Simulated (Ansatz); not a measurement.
# Computed scan of one atom of the cell: CuI (zinc blende)

CuI (zinc blende)

```yaml
crystal:
  lattice:
    - [0.00000, 3.03967, 3.03967]
    - [3.03967, 0.00000, 3.03967]
    - [3.03967, 3.03967, 0.00000]
  atoms:
    - { symbol: I, position: [0.75000, 0.75000, 0.75000] }
    - { symbol: Cu, position: [0.00000, 0.00000, 0.00000] }
```

In each cell atom 1 (I, nearest neighbour Cu at 2.632 Å; its periodic images, 4.3 Å or more away, move with it) moves by s·(1.000, 0.000, 0.000) (along Cartesian x), the rest being held.

Computed with PBE (plane waves to 420 eV, PAW, scalar-relativistic; Ansatz, a program for electronic structure). k mesh 8×8×8 (Γ-centred), Fermi-Dirac smearing 0.05 eV. E stands for the smeared free energy. Stress and pressure are positive under compression. CuI is run without spin polarisation. CuI was relaxed with its symmetry unable to fall. Spin-orbit coupling is left out, though I is heavy. ΔE is measured from the undisplaced structure.

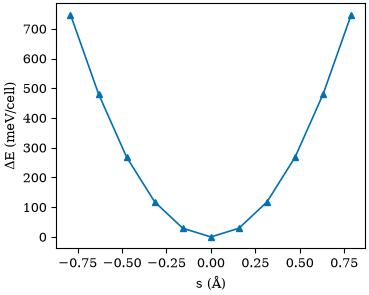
Fig. 1. ΔE (meV/cell) against s (Å); one marker a computed point.

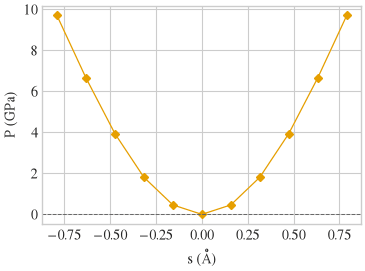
Fig. 1. P (GPa) against s (Å); one marker a computed point.

The energy at s = 0.790 Å is 748 meV/cell, the force along the line at s = -0.790 Å is 1.83 eV/Å and the zone-centre optical wavenumber from k (transverse: no LO-TO term) is 122 cm⁻¹. Shape of the curve: a single well with its minimum at or next to zero displacement. Harmonic estimate at the end of the scan: ½ks² = 728 meV/cell against the computed 748 meV/cell, so the well is close to harmonic there.

Reduced mass μ = 42.34 u; ν̃ = 521.5·√(k/μ) with k = 2.33 eV/Å².

(For displaced atoms, the force is minus the slope of the energy, and its curvature is a force constant, which sets phonon frequencies.)
